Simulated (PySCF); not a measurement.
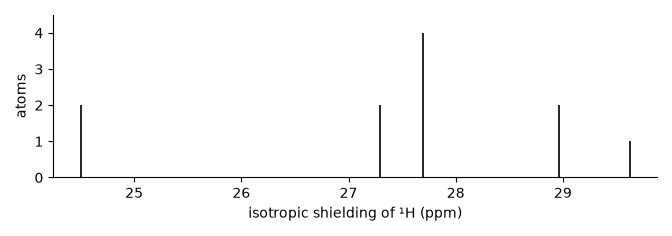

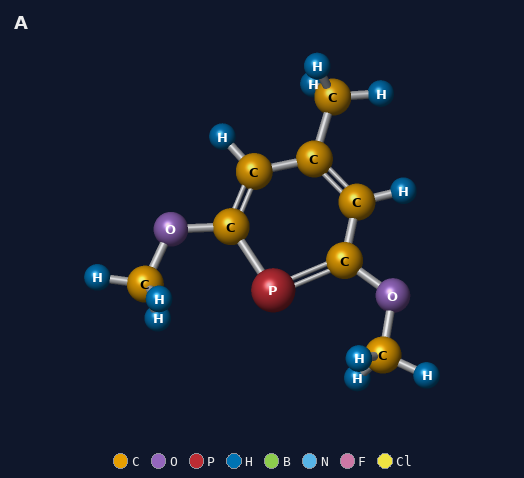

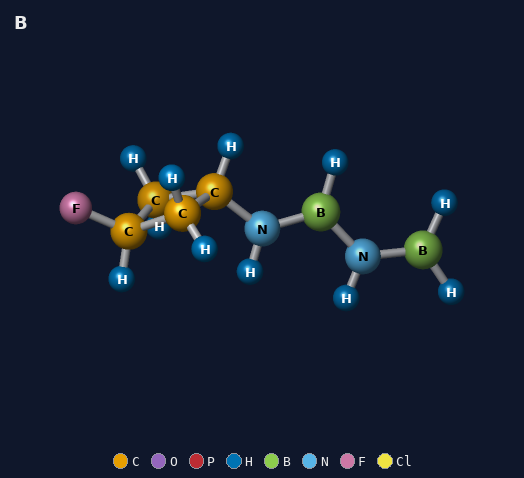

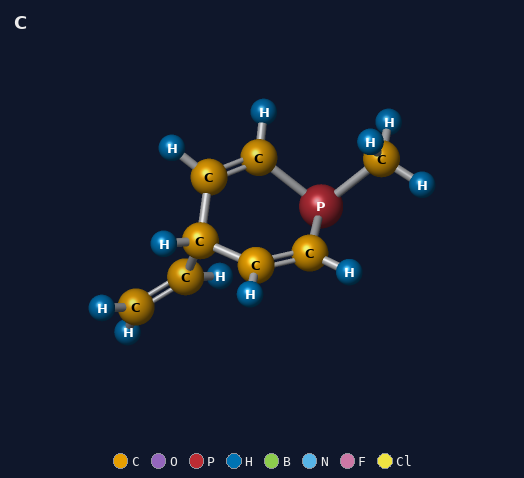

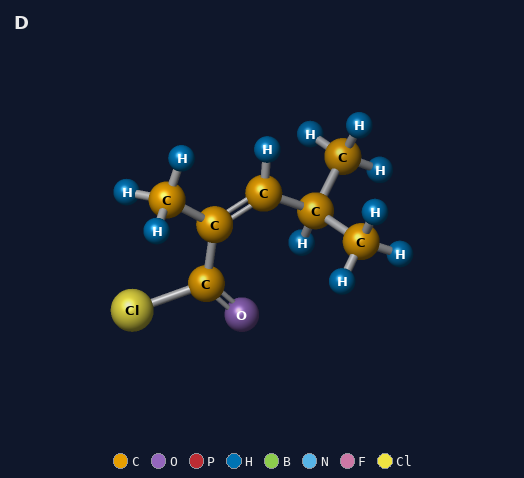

The sticks are computed shieldings of one of the molecules, for one fixed geometry (GFN2-xTB) without averaging over rotations. Low shielding means a high chemical shift. Method: GIAO PBE0/pcSseg-1 NMR shielding, non-relativistic, gas phase (PySCF 2.14.0).

**Match the spectrum to a structure.**

A, `COc1cc(C)cc(OC)p1`. Its 11 H atoms give lines at 24.50 (2 atoms), 27.29 (2 atoms), 27.69 (4 atoms), 28.96 (2 atoms), 29.62 ppm.

The geometry is semi-empirical. Around B, P such bond lengths and angles can be off by a tenth of an ångström or more and by several degrees, and values that hang on the shape move with them.
